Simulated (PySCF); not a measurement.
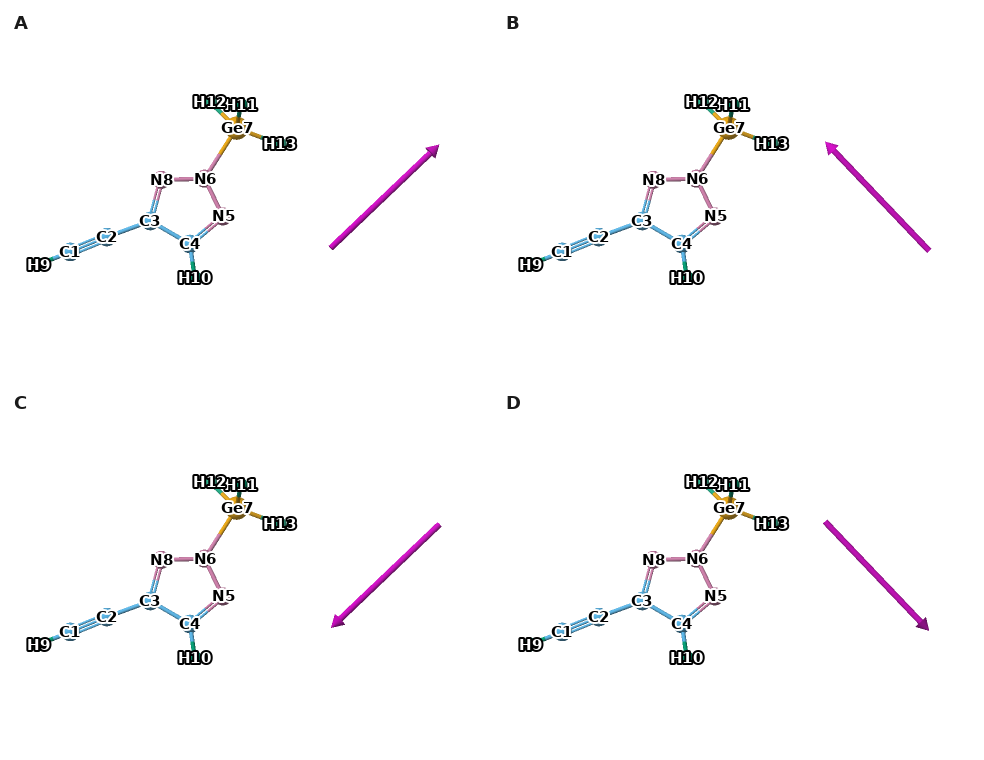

The same molecule four times, each with an arrow. The computed structure is the end point of a GFN2-xTB optimisation. No frequency run is at hand to confirm it as a minimum. Properties computed with CAM-B3LYP/def2-SVPD, gas phase (PySCF 2.14.0).

### Which arrow points along the dipole moment, from the negative to the positive end?

A. The dipole moment is 1.07 D; it points from the side of H9 to the side of H13 (the outermost atoms at the two ends).

The geometry is semi-empirical. Around Ge such bond lengths and angles can be off by a tenth of an ångström or more and by several degrees, and values that hang on the shape move with them.
